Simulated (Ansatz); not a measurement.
CH$_{3}$FOSi

```
atom    x (Å)    y (Å)    z (Å)
   O   0.5832  -1.7325   0.8655
   C   0.1785  -1.1359  -0.1016
  Si  -0.1049   0.7532   0.0622
   F  -0.6389   1.3412  -1.3263
   H  -0.0195  -1.6826  -1.0528
   H  -1.1224   0.9904   1.1110
   H   1.1852   1.3981   0.3961
```

Geometry: PBE0-D4/def2-TZVP.

Level of theory: RKS PBE0-D4/def2-TZVPP in Ansatz.

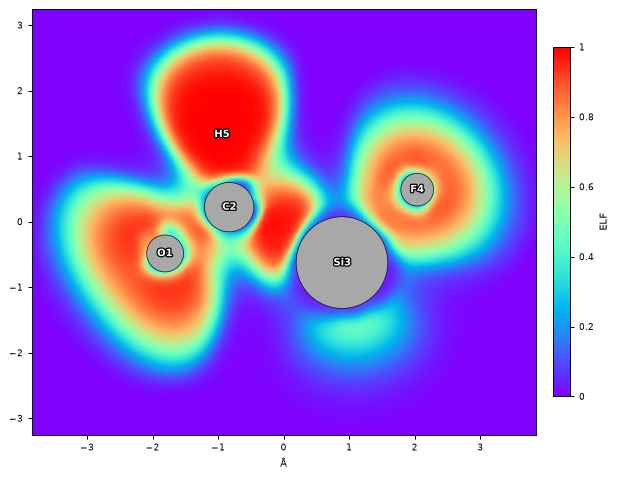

Figure 1. ELF on the plane of atoms Si3, C2 and H5. Grey discs cover the atomic cores.

**What do the fields say about this system?**

- The plane passes through O, C, Si, F and H nuclei.
- C–O (1.21 Å): the ELF peaks at about 0.85 between the atoms (a short, multiple covalent bond).
- Si–F (1.60 Å): the ELF peaks at about 0.85 in the valence shell of F, 0.6 Å from its nucleus, and is about 0.55 at the midpoint.
- C–Si (1.92 Å): the ELF peaks at about 1 between the atoms; a covalent bond.
- C–H (1.11 Å): the ELF climbs to about 1 towards the hydrogen, as it does in any bond to H; an ordinary covalent bond to hydrogen.
- The ELF also peaks beside O1 and F4, away from the bonds: lone-pair regions.

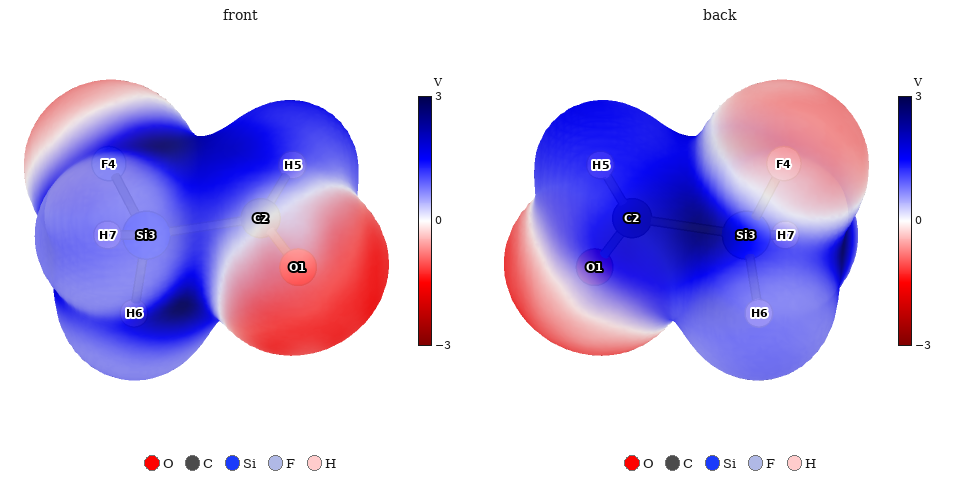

Figure 2. The electrostatic potential painted on the density surface at 0.004 e/bohr³, seen from the front and from behind; the colour scale runs from red (negative) to blue (positive).

**Which sites attract a positive test charge, and which a negative one?**

A positive charge is drawn to the negative regions and a negative charge to the positive ones. The most negative region (about −1.4 V) lies over O1, the most positive (about +2.7 V) over Si3. O1 is the likeliest acceptor of a hydrogen bond.

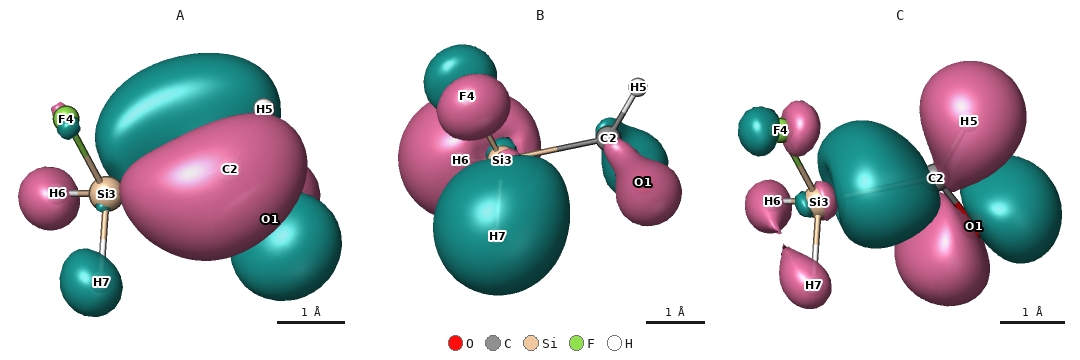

Figure 3. Three frontier orbitals at ±0.1 Å⁻³ᐟ² (teal and pink are the two phases), in no order.

**Order the three orbitals by energy and name them.**

B is the HOMO−1 (−10.01 eV). By Hirshfeld shares it lies mainly on Si3 (about 35 %), H6 (about 25 %), H7 (about 25 %) and F4 (about 10 %). C is the HOMO (−7.41 eV). It lies mainly on O1 (about 50 %), C2 (about 20 %), Si3 (about 15 %) and H5 (about 10 %). A is the LUMO (−1.98 eV). Its weight (Hirshfeld) is mainly on C2 (about 45 %), O1 (about 30 %) and Si3 (about 15 %); π-antibonding (π*) across C2–O1.

**What is the HOMO–LUMO gap?**

5.43 eV between the orbital energies.
